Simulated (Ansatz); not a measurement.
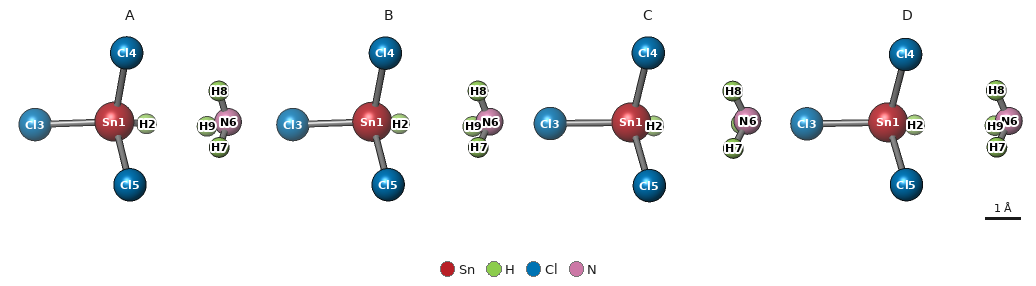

4 geometries from one relaxation of SnNH₄Cl₃, in shuffled order. The picture is a ball-and-stick view, seen face on.

The run prepares an end point of a later path (reaction) calculation, from a guessed geometry.

All numbers below come from Ansatz, RKS PBE/def2-SVP. Settings: no spin polarisation; force threshold 0.03 eV/Å; at most 50 steps.

Put them in the order of the run, from the start to the converged end.

A, B, D, C. They are steps 0, 1, 2, 6, at +9.93 kJ/mol, +3.88 kJ/mol, +1.92 kJ/mol relative to the last. After 6 geometry steps the energy has fallen by 9.93 kJ/mol. The largest force component goes from 0.8 to 0.015 eV/Å. H9 moves most after the best rigid fit: 0.48 Å. Largest moves by element: H 0.48 Å, Cl 0.25 Å, N 0.19 Å, Sn 0.09 Å. Some distances before and after: N6–H9 1.043 → 1.024 Å, Sn1–H2 1.734 → 1.717 Å. Bond angles that change, for instance: H7–N6–H9 106.7° → 109.7°, H2–Sn1–Cl3 110.3° → 107.9°.
